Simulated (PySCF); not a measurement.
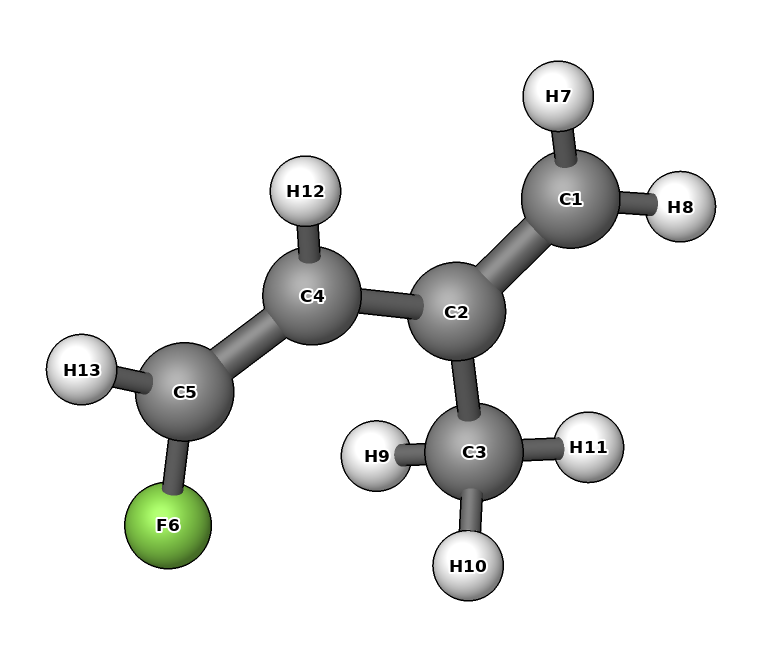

The thickness of each stick grows with its Mayer bond order. The computed structure is the end point of a PBE0-D3(BJ)/def2-SVP optimisation. No frequency run is at hand to confirm it as a minimum. Level of theory: PBE0/6-31G (PySCF 2.14.0).

List the Mayer bond orders of C1–C2, C1–H7, C1–H8, C2–C3, C2–C4, C3–H9, C3–H11, C4–C5, C4–H12, C5–F6, C5–H13 (one bond of each equivalent set).

| bond | Mayer order | length (Å) |
| --- | --- | --- |
| C1–C2 | 1.81 | 1.345 |
| C1–H7 | 0.94 | 1.093 |
| C1–H8 | 0.94 | 1.093 |
| C2–C3 | 0.98 | 1.502 |
| C2–C4 | 1.10 | 1.463 |
| C3–H9 | 0.93 | 1.101 |
| C3–H11 | 0.94 | 1.098 |
| C4–C5 | 1.76 | 1.337 |
| C4–H12 | 0.92 | 1.094 |
| C5–F6 | 0.88 | 1.332 |
| C5–H13 | 0.91 | 1.093 |
